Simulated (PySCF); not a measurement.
# C3H9OP (trimethylphosphine oxide): levels of theory compared

Aim: a comparison of 6 runs (B3LYP/cc-pVDZ, BHLYP/cc-pVDZ, CAM-B3LYP/cc-pVDZ, TPSS/cc-pVDZ, revPBE/cc-pVDZ, wB97X/cc-pVDZ) of C3H9OP (trimethylphosphine oxide). 

The calculation is run with PySCF 2.14.0.

## 1. Starting point

C3H9OP: 14 atoms, total charge 0, spin state singlet. As SMILES, `CP(C)(C)=O`. The P2–C4 distance was set to 3.301 Å, away from the relaxed value. At this shape a bond of the SMILES string is far longer than usual.

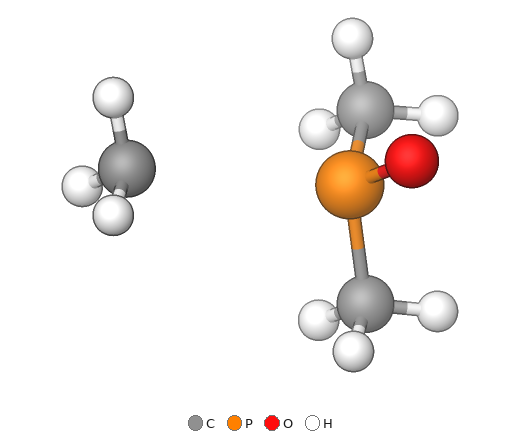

Viewed from a chosen angle; carbon grey, phosphorus orange, oxygen red, hydrogen white.

## 2. A single-point energy at B3LYP/cc-pVDZ (run 1)

Contents of run.py:

```python
from pyscf import gto, dft

mol = gto.M(
    atom='''
C       -1.739246       1.831616       0.853849
P        0.022924       1.756356       0.352089
C        0.960864       1.583586       1.917949
C        0.362190      -1.144630      -1.186020
O        0.448754       2.901816      -0.461301
H       -1.887136       2.746816       1.423479
H       -2.033996       0.972516       1.447859
H       -2.343366       1.884856      -0.049511
H        0.838494       2.503976       2.485239
H        2.013774       1.468926       1.668299
H        0.624274       0.736296       2.506769
H        0.043980      -1.977190      -0.567100
H        1.409800      -1.260260      -1.456680
H       -0.229160      -1.111330      -2.098820
''',
    spin=0,
    charge=0,
    max_memory=1860,
    verbose=4,
    basis='cc-pvdz',
)

mf = dft.RKS(mol)
mf.xc = 'b3lyp'
mf.conv_tol = 1e-10
mf.grids.level = 5
mf.kernel()
if not mf.converged:
    mf = mf.newton().run(mf.mo_coeff, mf.mo_occ)

energy = mf.e_tot
print('E(%s) = %.9f' % ('B3LYP', energy))
```

Command:

```console
OMP_NUM_THREADS=1 python run.py
```

Output:

```text
PySCF version 2.14.0

[... 88 lines left out ...]
converged SCF energy = -536.226309791765
E(B3LYP) = -536.226309792
```

Run time: 56 s. Hardware: 1 thread of Intel Xeon at 2.70GHz, shared host; peak memory 0.67 GiB.

## 3. The energy at BHLYP/cc-pVDZ (run 2)

Contents of run.py:

```python
from pyscf import gto, dft

molecule = gto.M(
    atom='''
C   -1.739246   1.831616   0.853849
P    0.022924   1.756356   0.352089
C    0.960864   1.583586   1.917949
C    0.362190  -1.144630  -1.186020
O    0.448754   2.901816  -0.461301
H   -1.887136   2.746816   1.423479
H   -2.033996   0.972516   1.447859
H   -2.343366   1.884856  -0.049511
H    0.838494   2.503976   2.485239
H    2.013774   1.468926   1.668299
H    0.624274   0.736296   2.506769
H    0.043980  -1.977190  -0.567100
H    1.409800  -1.260260  -1.456680
H   -0.229160  -1.111330  -2.098820
''',
    charge=0,
    verbose=3,
    spin=0,
    basis='cc-pvdz',
    max_memory=1860,
)

mf = dft.RKS(molecule)
mf.xc = 'bhandhlyp'
mf.conv_tol = 1e-10
mf.grids.level = 5
mf.kernel()
if not mf.converged:
    mf = mf.newton().run(mf.mo_coeff, mf.mo_occ)

e_tot = mf.e_tot
print('E(%s) = %.9f' % ('BHLYP', e_tot))
```

Command:

```console
OMP_NUM_THREADS=1 python run.py
```

Output:

```text
converged SCF energy = -536.064294183062
E(BHLYP) = -536.064294183
```

Wall time 55 s (1 thread of Intel Xeon at 2.70GHz, shared host); peak memory 0.67 GiB.

Runs 3 to 5 aren't shown in full; the table further down has their settings and results.

## 4. A single-point energy at wB97X/cc-pVDZ (run 6)

Contents of calc.py:

```python
from pyscf import gto, dft

mol = gto.M(
    atom='''
C     -1.739246     1.831616     0.853849
P      0.022924     1.756356     0.352089
C      0.960864     1.583586     1.917949
C      0.362190    -1.144630    -1.186020
O      0.448754     2.901816    -0.461301
H     -1.887136     2.746816     1.423479
H     -2.033996     0.972516     1.447859
H     -2.343366     1.884856    -0.049511
H      0.838494     2.503976     2.485239
H      2.013774     1.468926     1.668299
H      0.624274     0.736296     2.506769
H      0.043980    -1.977190    -0.567100
H      1.409800    -1.260260    -1.456680
H     -0.229160    -1.111330    -2.098820
''',
    max_memory=1860,
    basis='cc-pvdz',
    verbose=3,
)

mf = dft.RKS(mol)
mf.xc = 'wb97x'
mf.grids.level = 5
mf.conv_tol = 1e-10
mf.kernel()
if not mf.converged:
    mf = mf.newton().run(mf.mo_coeff, mf.mo_occ)

e_tot = mf.e_tot
print('E(%s) = %.9f' % ('WB97X', e_tot))
```

Command:

```console
OMP_NUM_THREADS=1 python calc.py
```

Output:

```text
converged SCF energy = -536.127686208222
E(WB97X) = -536.127686208
```

Run time: 80 s. Hardware: 1 thread of Intel Xeon at 2.70GHz, shared host; peak memory 0.67 GiB.

## 5. The series

```
run              level  energy (Eh)  dipole moment (D)  HOMO energy (eV)  LUMO energy (eV)  wall time
  1      B3LYP/cc-pVDZ  -536.226310               3.51             -5.59             -2.84       56 s
  2      BHLYP/cc-pVDZ  -536.064294               3.76             -6.47             -1.91       55 s
  3  CAM-B3LYP/cc-pVDZ  -536.090514               3.64             -6.79             -1.74    1.8 min
  4       TPSS/cc-pVDZ  -536.274593               3.37             -4.96             -3.24    1.7 min
  5     revPBE/cc-pVDZ  -536.093308               3.34             -4.86             -3.24       55 s
  6      wB97X/cc-pVDZ  -536.127686               3.69             -7.63             -0.88       80 s
```

## 6. Summary of results

| quantity | value |
| --- | --- |
| run 6: total energy | -536.12769 Eh |
| run 6: dipole moment | 3.69 D |
| run 6: HOMO energy | -7.63 eV |
| run 6: LUMO energy | -0.88 eV |
| run 6: HOMO–LUMO gap | 6.75 eV |

In words: The dipole moment (its size) runs from 3.34 D (revPBE/cc-pVDZ) to 3.76 D (BHLYP/cc-pVDZ). The HOMO–LUMO gap runs from 1.62 eV (revPBE/cc-pVDZ) to 6.75 eV (wB97X/cc-pVDZ). Totals of different functionals can't be ranked against each other. In runs 1, 2, 3, 4, 5, 6 a closed-shell determinant meets a far-stretched bond, which it describes badly. All runs together took 7.6 min, the longest 1.8 min.
